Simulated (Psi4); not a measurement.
# PHF2 (difluorophosphine): M06-2X/def2-TZVPP

What is the vertical singlet–triplet gap of PHF2 (difluorophosphine) at M06-2X/def2-TZVPP? 

The results are computed with Psi4 1.11.

2 further runs of the same task are left out: 2 set aside as unsound or not needed.

## 1. The system as given

PHF2 has 4 atoms, charge 0, and is taken as a singlet. As SMILES, `FPF`. The coordinates come from a GFN2-xTB relaxation.

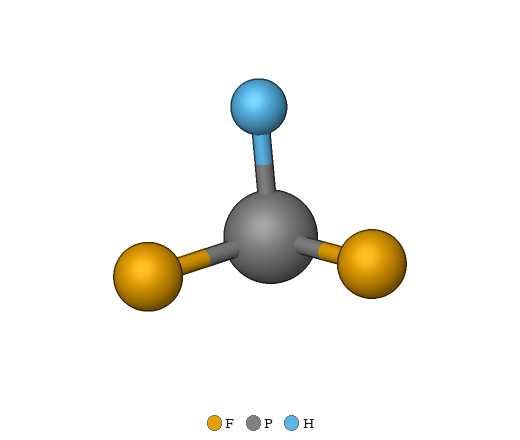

Viewed from a chosen angle; fluorine amber, phosphorus grey, hydrogen blue.

## 2. The energy at M06-2X/def2-TZVPP

job.json

```json
{
  "schema_name": "qcschema_input",
  "schema_version": 1,
  "molecule": {
    "schema_name": "qcschema_molecule",
    "schema_version": 2,
    "symbols": ["F", "P", "F", "H"],
    "geometry": [2.26899416, 1.14116781, -0.46118766, -0.0393063, -0.81828921, -0.86927402, -2.22451, 1.25757494, -0.36970602, -0.00517785, -1.58045355, 1.7001677],
    "molecular_charge": 0,
    "molecular_multiplicity": 1,
    "fix_symmetry": "c1",
    "fix_com": true,
    "fix_orientation": true
  },
  "driver": "energy",
  "model": {
    "method": "m06-2x",
    "basis": "def2-TZVPP"
  },
  "keywords": {
    "reference": "rks",
    "puream": true,
    "e_convergence": 1e-09,
    "d_convergence": 1e-08,
    "scf_type": "pk",
    "dft_radial_points": 99,
    "dft_spherical_points": 590,
    "scf_properties": ["DIPOLE", "LOWDIN_CHARGES", "WIBERG_LOWDIN_INDICES"]
  }
}
```

Launch:

```sh
$ psi4 --qcschema job.json -n 1 --memory 1600MB
```

stdout (excerpt; [...] marks lines left out):

```text
[...]
  Running in c1 symmetry.
[...]
  Nuclear repulsion =  116.320293543093484
[...]
  Multiplicity = 1
[...]
  Nalpha       = 17
  Nbeta        = 17
[...]
    Number of basis functions: 118
[...]
   @RKS iter   1:  -541.65203676421879   -4.04129e-01   3.65973e-03 ADIIS/DIIS
[...]
   @RKS iter  11:  -541.70018269267814   -2.72848e-12   2.77460e-09 DIIS
[...]
    Orbital Energies [Eh]
    ---------------------
    Doubly Occupied:
       1A    -78.147535     2A    -25.259436     3A    -25.259393
       4A     -6.952226     5A     -5.068157     6A     -5.066711
       7A     -5.063103     8A     -1.375205     9A     -1.341513
      10A     -0.754727    11A     -0.613828    12A     -0.605532
      13A     -0.586762    14A     -0.543367    15A     -0.518554
      16A     -0.498403    17A     -0.354194
[...]
  @RKS Final Energy:  -541.70018269267814
   => Energetics <=
    Nuclear Repulsion Energy =            116.3202935430934843
    One-Electron Energy =                -982.6546732724846152
    Two-Electron Energy =                 345.8542068908687952
    DFT Exchange-Correlation Energy =     -21.2200098541557907
    Empirical Dispersion Energy =           0.0000000000000000
    VV10 Nonlocal Energy =                  0.0000000000000000
    Total Energy =                       -541.7001826926781405
[...]
 Multipole Moments:
 ------------------------------------------------------------------------------------
     Multipole            Electronic (a.u.)      Nuclear  (a.u.)        Total (a.u.)
 ------------------------------------------------------------------------------------
 L = 1.  Multiply by 2.5417464519 to convert [e a0] to [Debye]
 Dipole X            :          0.1765967           -0.1944149           -0.0178182
 Dipole Y            :         -8.4557657            7.7338931           -0.7218727
 Dipole Z            :         18.8662663          -18.8169857            0.0492806
 Magnitude           :                                                    0.7237722
[...]
```

The result, in JSON:

```text
{
 "driver": "energy",
 "model": {
  "method": "m06-2x",
  "basis": "def2-TZVPP"
 },
 "success": true,
 "return_result": -541.7001826926781,
 "properties": {
  "calcinfo_nbasis": 118,
  "calcinfo_nmo": 118,
  "calcinfo_nalpha": 17,
  "calcinfo_nbeta": 17,
  "calcinfo_natom": 4,
  "nuclear_repulsion_energy": 116.32029354309348,
  "return_energy": -541.7001826926781,
  "scf_one_electron_energy": -982.6546732724846,
  "scf_two_electron_energy": 345.8542068908688,
  "scf_xc_energy": -21.22000985415579,
  "scf_dipole_moment": [-0.017818210311740884, -0.7218726713619148, 0.049280601595114604],
  "scf_total_energy": -541.7001826926781,
  "scf_iterations": 11
 }
}
```

Wall time 27 s (1 thread of Intel Xeon Platinum 8375C at 2.90GHz (Ice Lake), shared host); peak memory 0.71 GiB.

## 3. The triplet at the same level

f2hp.xyz

```xyz
4
F2HP
F      1.200700     0.603880    -0.244050
P     -0.020800    -0.433020    -0.460000
F     -1.177160     0.665480    -0.195640
H     -0.002740    -0.836340     0.899690
```

job.py

```python
import psi4

psi4.set_memory('1600 MB')
psi4.set_num_threads(1)
psi4.set_output_file('psi4.out', False)

with open('f2hp.xyz') as f:
    atoms = ''.join(f.readlines()[2:])
m = psi4.geometry('0 3\n' + atoms + 'symmetry c1\nno_reorient\nno_com')

psi4.set_options({
    'basis': 'def2-TZVPP',
    'reference': 'uks',
    'puream': True,
    'e_convergence': 1e-09,
    'd_convergence': 1e-08,
    'scf_type': 'pk',
    'dft_radial_points': 99,
    'dft_spherical_points': 590,
    'maxiter': 200,
})

E, wfn = psi4.energy('m06-2x', return_wfn=True)
psi4.oeprop(wfn, 'MULLIKEN_CHARGES', 'QUADRUPOLE', 'MAYER_INDICES')
print('E =', round(E, 9))
for k, v in sorted(psi4.core.scalar_variables().items()):
    print(f'{k:45s} {v:18.10f}')
```

Launch:

```sh
$ python job.py
```

psi4.out (excerpt; [...] marks lines left out):

```text
[...]
  Running in c1 symmetry.
[...]
  Nuclear repulsion =  116.320293508718038
[...]
  Multiplicity = 3
[...]
  Nalpha       = 18
  Nbeta        = 16
[...]
    Number of basis functions: 118
[...]
   @UKS iter   1:  -541.46485421547914   -2.16944e-01   3.81025e-03 ADIIS/DIIS
[...]
   @UKS iter  17:  -541.52514736583646   -8.56062e-11   3.88163e-09 DIIS
[...]
   @S^2 Observed:                2.004375700E+00
[...]
  @UKS Final Energy:  -541.52514736583646
   => Energetics <=
    Nuclear Repulsion Energy =            116.3202935087180379
    One-Electron Energy =                -982.1073792630598973
    Two-Electron Energy =                 345.4638742005064387
    DFT Exchange-Correlation Energy =     -21.2019358120010288
    Empirical Dispersion Energy =           0.0000000000000000
    VV10 Nonlocal Energy =                  0.0000000000000000
    Total Energy =                       -541.5251473658364603
[...]
 Multipole Moments:
 ------------------------------------------------------------------------------------
     Multipole            Electronic (a.u.)      Nuclear  (a.u.)        Total (a.u.)
 ------------------------------------------------------------------------------------
 L = 1.  Multiply by 2.5417464519 to convert [e a0] to [Debye]
 Dipole X            :          0.1774017           -0.1944150           -0.0170133
 Dipole Y            :         -8.3465676            7.7338931           -0.6126745
 Dipole Z            :         18.7561235          -18.8169857           -0.0608621
 Magnitude           :                                                    0.6159250
 L = 2.  Multiply by 1.3450342976 to convert [e a0^2] to [Debye ang]
 Quadrupole XX       :       -111.5519652           90.8942149          -20.6577503
 Quadrupole XY       :          1.4590027           -1.3830223            0.0759804
[...]
  Mulliken Charges: (a.u.)
   Center  Symbol    Alpha    Beta     Spin     Total
       1     F     4.65711  4.58338  0.07374 -0.24049
       2     P     8.18750  6.45213  1.73537  0.36038
       3     F     4.65709  4.58344  0.07365 -0.24053
       4     H     0.49830  0.38105  0.11725  0.12065
   Total alpha = 18.00000, Total beta = 16.00000, Total charge = -0.00000
  Mayer Bond Indices:
  Total Bond Index:
  Irrep: 1 Size: 4 x 4
[...]
```

On the terminal:

```text
E = -541.525147366
CURRENT ENERGY                                   -541.5251473658
CURRENT REFERENCE ENERGY                         -541.5251473658
DD SOLVATION ENERGY                                 0.0000000000
DFT FUNCTIONAL TOTAL ENERGY                      -541.5251473658
DFT TOTAL ENERGY                                 -541.5251473658
DFT VV10 ENERGY                                     0.0000000000
DFT XC ENERGY                                     -21.2019358120
GRID ELECTRONS ALPHA                               17.9999997842
GRID ELECTRONS BETA                                15.9999998634
GRID ELECTRONS TOTAL                               33.9999996476
NUCLEAR REPULSION ENERGY                          116.3202935087
ONE-ELECTRON ENERGY                              -982.1073792631
PCM POLARIZATION ENERGY                             0.0000000000
PE ENERGY                                           0.0000000000
SCF ITERATION ENERGY                             -541.5251473658
SCF ITERATIONS                                     17.0000000000
SCF TOTAL ENERGY                                 -541.5251473658
TWO-ELECTRON ENERGY                               345.4638742005
XC GRID RADIAL POINTS                              99.0000000000
XC GRID SPHERICAL POINTS                          590.0000000000
XC GRID TOTAL POINTS                           225432.0000000000
```

Run time: 57 s. Hardware: 1 thread of Intel Xeon Platinum 8375C at 2.90GHz (Ice Lake), shared host; peak memory 0.71 GiB.

## 4. Outcome

Level: M06-2X/def2-TZVPP.

| quantity | value |
| --- | --- |
| singlet: total energy | -541.70018 Eh |
| singlet: dipole moment | 1.84 D |
| singlet: HOMO energy | -9.64 eV |
| singlet: LUMO energy | -0.02 eV |
| singlet: HOMO–LUMO gap | 9.62 eV |
| triplet: total energy | -541.52515 Eh |
| triplet: dipole moment | 1.57 D |
| triplet: HOMO energy (highest over α and β) | -4.97 eV |
| triplet: LUMO energy (lowest over α and β) | -4.67 eV |
| triplet: ⟨S²⟩ | 2.004 |
| vertical energy of the triplet above the singlet | 4.763 eV |

What this shows: At this shape the triplet lies 4.76 eV (460 kJ/mol) above the singlet. Mulliken charges (triplet) run from -0.24 on F3 to +0.36 on P2.
